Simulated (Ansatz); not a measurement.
**Cl₂FGeO radical: shape, modes and thermochemistry**

The task is to find a stationary geometry of Cl₂FGeO radical, check the end point by its vibrations and derive ideal-gas thermochemistry, and look at its orbitals and charge.

Method: UKS PBE0-D4/def2-TZVP; program: Ansatz 0.2.0, Gaussian basis.

The runs, in order: relaxation at PBE-D4/def2-SVP; relaxation at PBE0-D4/def2-TZVP; harmonic vibrations at the same level; a single point in def2-TZVPP for the fields.

## Step 1: Where the work starts

SMILES `[O][Ge]([F])([Cl])[Cl]`, 5 atoms, charge 0, spin multiplicity 2.

Atoms are counted from 1 here; the program's logs count them from 0.

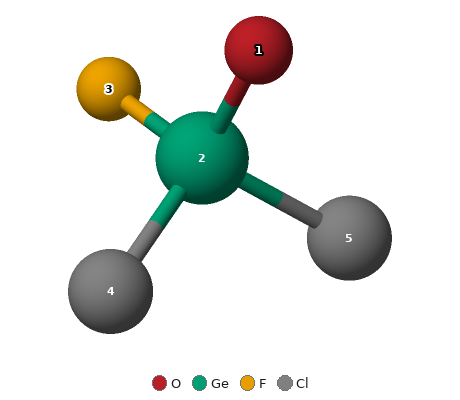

As it starts; oxygen red, germanium teal, fluorine amber, chlorine grey; atoms are numbered from 1 in the order of the file.

Coordinates:

```xyz
5

O     1.11320   -1.36600    0.71620
Ge   -0.01170   -0.03390    0.08310
F    -1.01720    0.60280    1.38560
Cl   -1.22840   -0.83340   -1.45320
Cl    1.19400    1.55680   -0.77310
```

The start is a force-field geometry with small random shifts, so a cheaper pass at PBE-D4/def2-SVP comes first.

## Step 2: Relaxation at PBE-D4/def2-SVP (cheap first pass)

in.yaml

```yaml
crystal:
  periodic: [false, false, false]
  atoms:
    - {symbol: O, position_ang: [1.113200, -1.366000, 0.716200]}
    - {symbol: Ge, position_ang: [-0.011700, -0.033900, 0.083100]}
    - {symbol: F, position_ang: [-1.017200, 0.602800, 1.385600]}
    - {symbol: Cl, position_ang: [-1.228400, -0.833400, -1.453200]}
    - {symbol: Cl, position_ang: [1.194000, 1.556800, -0.773100]}
basis:
  gaussian: {orbitals: def2-SVP}
magnetization: {spin_polarized: true, initial_magnetization: 1}
hamiltonian: {xc: pbe, dispersion: d4}
relax: {f_tol: 0.03, max_steps: 200}
```

Run with:

```sh
$ ansatz run in.yaml --threads 4 --pin off --events-out ev --progress --plain --max-ram 10444MiB
```

The program printed, cut to the lines that bear on the results:

```text
Functional definition: PBE
  name "PBE"
  cite "Perdew, Burke & Ernzerhof, Phys. Rev. Lett. 77, 3865 (1996) doi:10.1103/PhysRevLett.77.3865"
  parent pbe
[...]
1032 factors; their error is unknown
[...]
mean field -86286.58223950 eV, -3170.9734101556 hartree, gradient 1.4e-7 eV, S^2 0.753241; 6 other end points of the search recorded, 0 dependent functions left out
[...]
reference -86286.58226605 eV, -3170.9734111311 hartree; 42, 41 occupied and 54, 55 virtual orbitals, 1032 factors
relax step   1: F+E_penalty+E_count = -86286.74856551 eV  Δ(F+E_penalty+E_count) = +0.000e0 eV  max|allowed force component| = 9.908e-1 eV/Å  Δτ_max = 0.0000 Å  (252 SCF iters, accepted)
[...]
relax step   3: F+E_penalty+E_count = -86286.84544041 eV  Δ(F+E_penalty+E_count) = -1.556e-2 eV  max|allowed force component| = 3.636e-1 eV/Å  Δτ_max = 0.0321 Å  (79 SCF iters, accepted)
[...]
relax step   4: F+E_penalty+E_count = -86286.84862744 eV  Δ(F+E_penalty+E_count) = -3.187e-3 eV  max|allowed force component| = 2.549e-2 eV/Å  Δτ_max = 0.0173 Å  (78 SCF iters, accepted)
1032 factors; their error is unknown
[...]
mean field -86286.68147868 eV, -3170.9770571280 hartree, gradient 1.8e-7 eV, S^2 0.752879; 7 other end points of the search recorded, 0 dependent functions left out
[...]
reference -86286.68150536 eV, -3170.9770581087 hartree; 42, 41 occupied and 54, 55 virtual orbitals, 1032 factors
Total energy: -86286.84865413 eV, -3170.9832007127 hartree
Atom 0 at     1.094317    -1.311085     0.646788 Å, force     0.011452    -0.014811     0.006434 eV/Å
Atom 1 at     0.002765    -0.032102     0.066731 Å, force    -0.007020     0.010218     0.014688 eV/Å
Atom 2 at    -1.003288     0.622779     1.325074 Å, force     0.003361    -0.008610    -0.025487 eV/Å
Atom 3 at    -1.277954    -0.910769    -1.408369 Å, force    -0.011547     0.002023     0.005138 eV/Å
Atom 4 at     1.234060     1.557477    -0.671623 Å, force     0.003755     0.011179    -0.000773 eV/Å
Dipole moment:    -0.008425     0.064371    -0.198680 e Å
```

Run time: 26 s. Hardware: 4 threads of Arm Neoverse V2, shared host.

Along the way:

```
step  energy from step 1 (eV)  largest force component (eV/Å)
   1                   0.0000                          0.9908
   2                  -0.0813                          0.5110
   3                  -0.0969                          0.3636
   4                  -0.1001                          0.0255
```

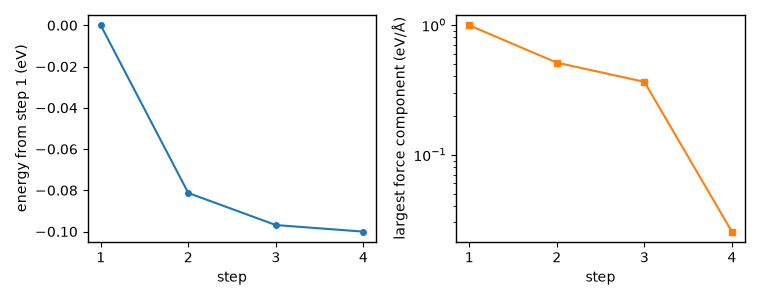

Energy and largest force along the relaxation.

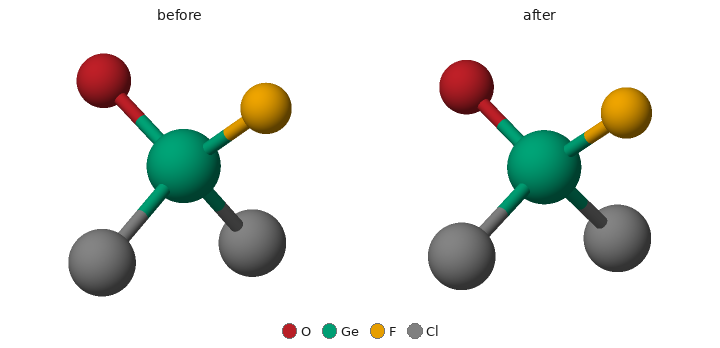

The geometry before (left) and after (right).

Distances of close pairs at the start and the end, largest changes first:

```
   bond  before (Å)  after (Å)  change (Å)
 O1–Ge2       1.855      1.779      -0.076
Ge2–Cl5       2.172      2.142      -0.030
Ge2–Cl4       2.117      2.142      +0.025
 Ge2–F3       1.764      1.739      -0.025
```

## Step 3: Optimising with PBE0-D4/def2-TZVP

in.yaml

```yaml
crystal:
  periodic: [false, false, false]
  atoms:
    - {symbol: O, position_ang: [1.094317, -1.311085, 0.646788]}
    - {symbol: Ge, position_ang: [0.002765, -0.032102, 0.066731]}
    - {symbol: F, position_ang: [-1.003288, 0.622779, 1.325074]}
    - {symbol: Cl, position_ang: [-1.277954, -0.910769, -1.408369]}
    - {symbol: Cl, position_ang: [1.234060, 1.557477, -0.671623]}
basis:
  gaussian: {orbitals: def2-TZVP}
magnetization: {spin_polarized: true, initial_magnetization: 1}
hamiltonian: {xc: pbe0, dispersion: d4}
relax: {f_tol: 0.005, max_steps: 150}
```

The command is unchanged.

The program printed, cut to the lines that bear on the results:

```text
Functional definition: PBE0
  name "PBE0"
  cite "Adamo & Barone, J. Chem. Phys. 110, 6158 (1999) doi:10.1063/1.478522"
  cite "Perdew, Burke & Ernzerhof, Phys. Rev. Lett. 77, 3865 (1996) doi:10.1103/PhysRevLett.77.3865"
  parent pbe
[...]
1244 factors; their error is unknown
[...]
mean field -86311.93536106 eV, -3171.9051201879 hartree, gradient 2.3e-7 eV, S^2 0.753797; 2 other end points of the search recorded, 0 dependent functions left out
[...]
reference -86311.93538489 eV, -3171.9051210635 hartree; 42, 41 occupied and 142, 143 virtual orbitals, 1244 factors
relax step   1: F+E_penalty+E_count = -86312.07807065 eV  Δ(F+E_penalty+E_count) = +0.000e0 eV  max|allowed force component| = 6.252e-1 eV/Å  Δτ_max = 0.0000 Å  (135 SCF iters, accepted)
[...]
1244 factors; their error is unknown
[...]
mean field -86311.97995833 eV, -3171.9067591073 hartree, gradient 1.9e-7 eV, S^2 0.753625; 3 other end points of the search recorded, 0 dependent functions left out
[...]
reference -86311.97998201 eV, -3171.9067599775 hartree; 42, 41 occupied and 142, 143 virtual orbitals, 1244 factors
Total energy: -86312.12410164 eV, -3171.9120562764 hartree
Atom 0 at     1.076296    -1.300424     0.666423 Å, force    -0.000952     0.002234    -0.004904 eV/Å
Atom 1 at     0.006550    -0.028032     0.047925 Å, force    -0.002909     0.002505     0.002539 eV/Å
Atom 2 at    -0.974929     0.598141     1.301581 Å, force    -0.000913     0.000133     0.000999 eV/Å
Atom 3 at    -1.265266    -0.886537    -1.389943 Å, force     0.000684    -0.004071     0.000427 eV/Å
Atom 4 at     1.207250     1.543151    -0.667385 Å, force     0.004089    -0.000800     0.000939 eV/Å
Dipole moment:     0.017993     0.044117    -0.210425 e Å
```

It took 84 s on 4 threads of Arm Neoverse V2, shared host; peak memory 1.2 GiB.

Step by step:

```
step  energy from step 1 (eV)  largest force component (eV/Å)
   1                   0.0000                          0.6252
   2                  -0.0432                          0.2323
   3                  -0.0459                          0.0625
   4                  -0.0460                          0.0049
```

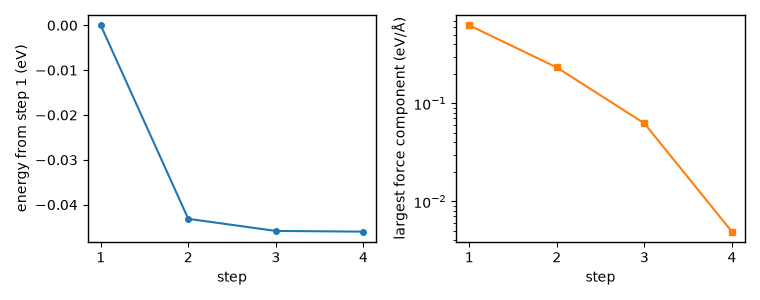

Energy and force, step by step.

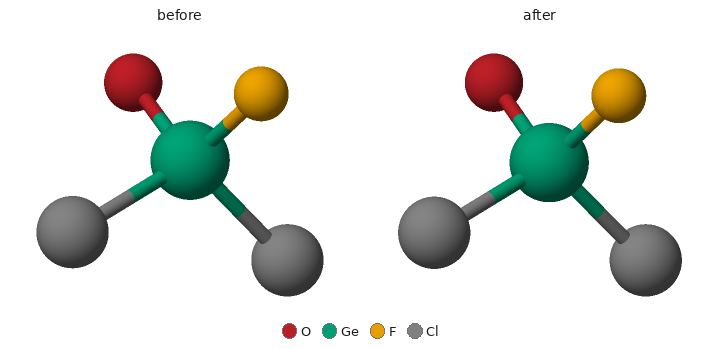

Before and after, at one scale.

Distances of close pairs at the start and the end, largest changes first:

```
   bond  before (Å)  after (Å)  change (Å)
Ge2–Cl4       2.142      2.103      -0.039
Ge2–Cl5       2.142      2.103      -0.039
 Ge2–F3       1.739      1.711      -0.028
 O1–Ge2       1.779      1.774      -0.005
```

Mulliken charges of the relaxed molecule (report file):

```
atom  value (e)
  O1      -0.26
 Ge2       1.02
  F3      -0.33
 Cl4      -0.22
 Cl5      -0.22
```

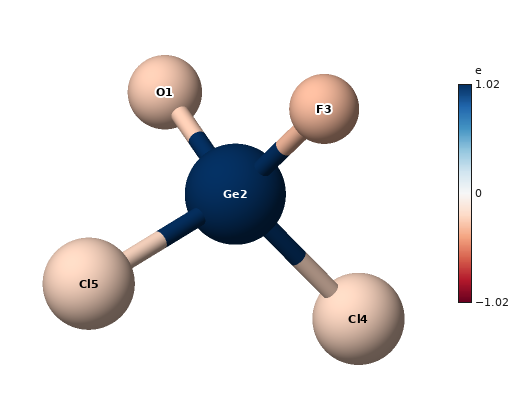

Mulliken charges of the relaxed molecule (report file), as colours on the atoms.

## Step 4: Force constants and modes

in.yaml

```yaml
crystal:
  periodic: [false, false, false]
  atoms:
    - {symbol: O, position_ang: [1.076296, -1.300424, 0.666423]}
    - {symbol: Ge, position_ang: [0.006550, -0.028032, 0.047925]}
    - {symbol: F, position_ang: [-0.974929, 0.598141, 1.301581]}
    - {symbol: Cl, position_ang: [-1.265266, -0.886537, -1.389943]}
    - {symbol: Cl, position_ang: [1.207250, 1.543151, -0.667385]}
basis:
  gaussian: {orbitals: def2-TZVP}
magnetization: {spin_polarized: true, initial_magnetization: 1}
hamiltonian: {xc: pbe0, dispersion: d4}
phonons: {temperatures: {t_min: 298.15, t_max: 900, t_step: 200}}
```

Launched as before.

The program printed, cut to the lines that bear on the results:

```text
Functional definition: PBE0
  name "PBE0"
  cite "Adamo & Barone, J. Chem. Phys. 110, 6158 (1999) doi:10.1063/1.478522"
  cite "Perdew, Burke & Ernzerhof, Phys. Rev. Lett. 77, 3865 (1996) doi:10.1103/PhysRevLett.77.3865"
  parent pbe
[...]
1244 factors; their error is unknown
[...]
mean field -86311.97992832 eV, -3171.9067580047 hartree, gradient 7.7e-6 eV, S^2 0.753625; 2 other end points of the search recorded, 0 dependent functions left out
[...]
reference -86311.97995205 eV, -3171.9067588765 hartree; 42, 41 occupied and 142, 143 virtual orbitals, 1244 factors
[...]
1244 factors; their error is unknown
mean field -86311.97991043 eV, -3171.9067573472 hartree, gradient 2.0e-6 eV, S^2 0.753631; 0 other end points of the search recorded, 0 dependent functions left out
[...]
reference -86311.97993416 eV, -3171.9067582190 hartree; 42, 41 occupied and 142, 143 virtual orbitals, 1244 factors
[...]
1244 factors; their error is unknown
mean field -86311.97992277 eV, -3171.9067578006 hartree, gradient 2.6e-6 eV, S^2 0.753626; 0 other end points of the search recorded, 0 dependent functions left out
[...]
reference -86311.97994650 eV, -3171.9067586725 hartree; 42, 41 occupied and 142, 143 virtual orbitals, 1244 factors
Total energy: -86312.12407169 eV, -3171.9120551758 hartree
Atom 0 at     1.076296    -1.300424     0.666423 Å, force    -0.000882     0.002212    -0.005062 eV/Å
Atom 1 at     0.006550    -0.028032     0.047925 Å, force    -0.003217     0.002796     0.002701 eV/Å
Atom 2 at    -0.974929     0.598141     1.301581 Å, force    -0.000920     0.000120     0.001090 eV/Å
Atom 3 at    -1.265266    -0.886537    -1.389943 Å, force     0.000868    -0.004138     0.000388 eV/Å
Atom 4 at     1.207250     1.543151    -0.667385 Å, force     0.004151    -0.000990     0.000883 eV/Å
Dipole moment:     0.017992     0.044117    -0.210423 e Å
Vibrations: 82.79 129.24 190.23 216.93 233.78 436.51 484.46 715.63 751.49 cm⁻¹, zero-point energy 0.200920 eV
```

It took 2.2 min on 4 threads of Arm Neoverse V2, shared host; peak memory 1.2 GiB.

Motions are named by where the mode's potential energy lies. Wavenumbers, unscaled:

```
mode  cm⁻¹         motion
   1    83           bend
   2   129           bend
   3   190           bend
   4   217           bend
   5   234           bend
   6   437  Ge–Cl stretch
   7   484  Ge–Cl stretch
   8   716   Ge–O stretch
   9   751   Ge–F stretch
```

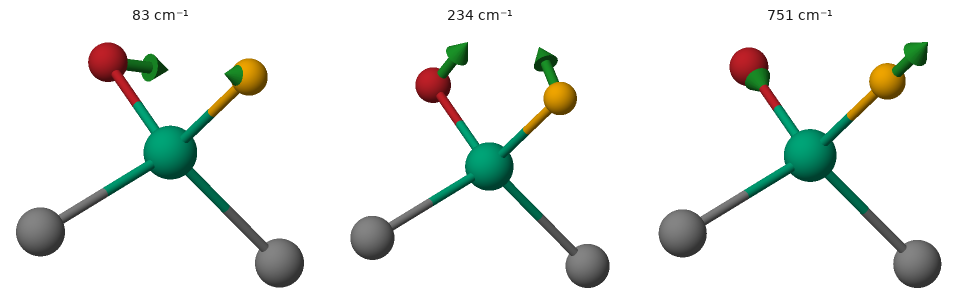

How the atoms move in 3 of the modes.

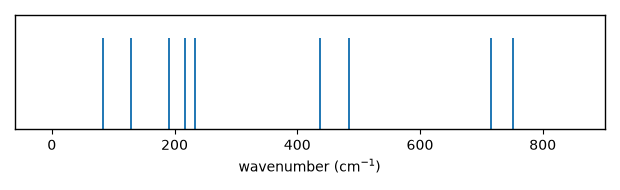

The harmonic wavenumbers as sticks (no intensities were computed).

Ideal gas, rigid rotor and harmonic oscillator at 298.15 K and 1 bar, with symmetry number 1:

```
                          term            value
             zero-point energy      19.4 kJ/mol
                    H(298) − E      39.2 kJ/mol
entropy, electronic degeneracy    5.8 J/(mol K)
          entropy, translation  173.5 J/(mol K)
             entropy, rotation  118.0 J/(mol K)
            entropy, vibration   62.4 J/(mol K)
                entropy, total  359.7 J/(mol K)
```

## Step 5: Fields at the relaxed geometry

in.yaml, as its differences from that of step 4:

```diff
@@ -9,5 +9,5 @@
 basis:
-  gaussian: {orbitals: def2-TZVP}
+  gaussian: {orbitals: def2-TZVPP}
 magnetization: {spin_polarized: true, initial_magnetization: 1}
 hamiltonian: {xc: pbe0, dispersion: d4}
-phonons: {temperatures: {t_min: 298.15, t_max: 900, t_step: 200}}
+output: {orbitals: {seedname: orbitals}}
```

The command is unchanged.

The program printed:

```text
Functional definition: PBE0
  name "PBE0"
  cite "Adamo & Barone, J. Chem. Phys. 110, 6158 (1999) doi:10.1063/1.478522"
  cite "Perdew, Burke & Ernzerhof, Phys. Rev. Lett. 77, 3865 (1996) doi:10.1103/PhysRevLett.77.3865"
  parent pbe
  parameter a = 0.25
  parameter kappa = 0.804
  parameter beta = 0.06672455060314922
  exchange = (1 - a)*pbe_x(kappa = kappa, mu = beta*pi^2/3) + a*exact_x
  correlation = pbe_c(beta = beta)
1358 factors; their error is unknown
mean field evaluation 1: about -86296.4059 eV, gradient 5.6e1 eV
mean field evaluation 2: about -86122.6278 eV, gradient 1.5e2 eV
mean field evaluation 4: about -86307.3205 eV, gradient 3.3e1 eV
mean field evaluation 8: about -86311.6315 eV, gradient 5.2e-1 eV
mean field evaluation 16: about -86311.9822 eV, gradient 1.5e-3 eV
mean field evaluation 32: about -86311.9822 eV, gradient 5.1e-5 eV
mean field -86311.98217606 eV, -3171.9068406075 hartree, gradient 9.4e-6 eV, S^2 0.753625; 2 other end points of the search recorded, 0 dependent functions left out
reference -86311.98219979 eV, -3171.9068414796 hartree; 42, 41 occupied and 152, 153 virtual orbitals, 1358 factors
Total energy: -86312.12631944 eV, -3171.9121377789 hartree
```

Wall time 19 s (4 threads of Arm Neoverse V2, shared host); peak memory 1.2 GiB.

The fields below are evaluated on a grid from the run's orbitals.

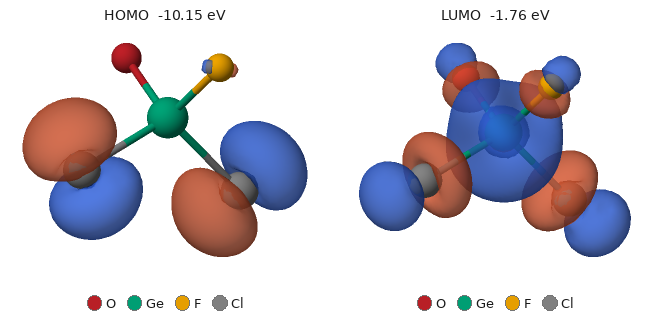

PBE0-D4/def2-TZVPP orbitals (alpha spin) near the gap, drawn at the value that encloses 70 % of each; the two colours are the two signs.

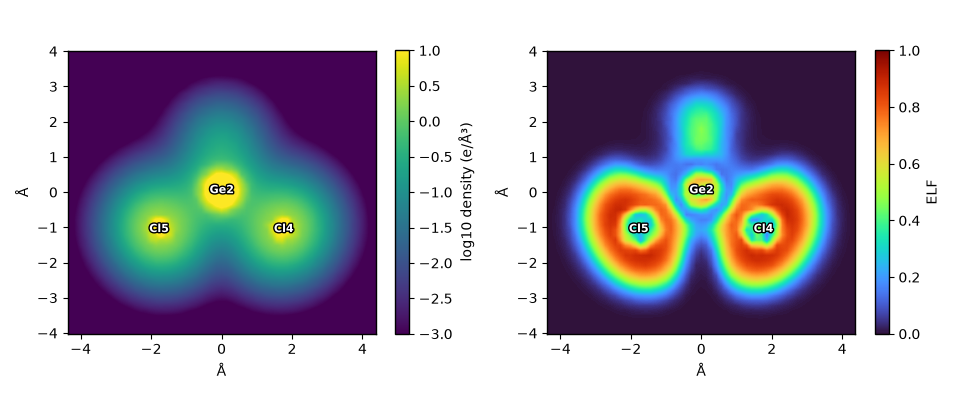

Density (left) and ELF (right) in a plane through or near 3 of the atoms.

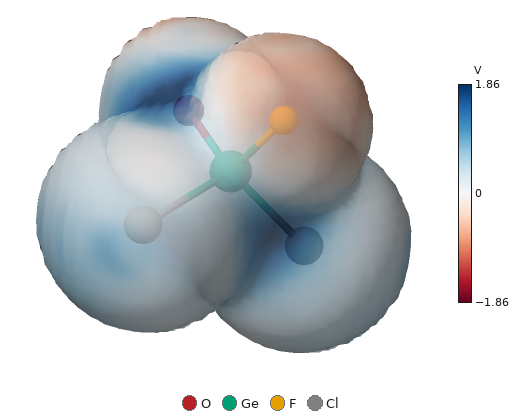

The potential that a unit positive charge feels on the 0.002 e/bohr³ surface, from -0.66 V near F3 to 1.86 V near Ge2.

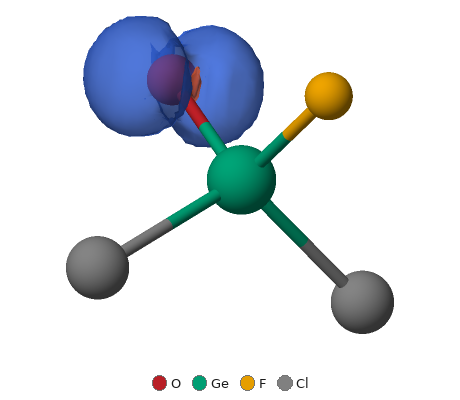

Spin density at ±0.1 e/Å³ (alpha excess blue, beta excess red).

## Step 6: Outcome

| quantity | value |
| --- | --- |
| point group | Cs |
| steps | 4 + 4 |
| shift from the start (rms) | 0.088 Å |
| total energy | -86312.1241 eV |
| dispersion term | -144 meV |
| dipole moment | 1.04 D |
| lowest, highest wavenumber | 83, 751 cm⁻¹ |
| zero-point energy | 19.4 kJ/mol |
| entropy at 298.15 K | 359.7 J/(mol K) |
| HOMO, LUMO (alpha spin) | -10.15, -1.76 eV |

The atoms moved 0.09 Å (rms) from the start; the bond that changed most is O1–Ge2, from 1.855 to 1.774 Å. No mode is imaginary: a true minimum at this level. The stiffest mode, 751 cm⁻¹, is a Ge–F stretch, and 3 modes under 200 cm⁻¹ make the vibrational entropy uncertain. The largest Mulliken charge, +1.02 e, sits on Ge2. The alpha HOMO lies mostly on Cl4, Cl5 about 48 % each and the LUMO on Ge2 35 %; Cl4, Cl5 about 22 % each. The unpaired spin sits mainly on O1 92 %.
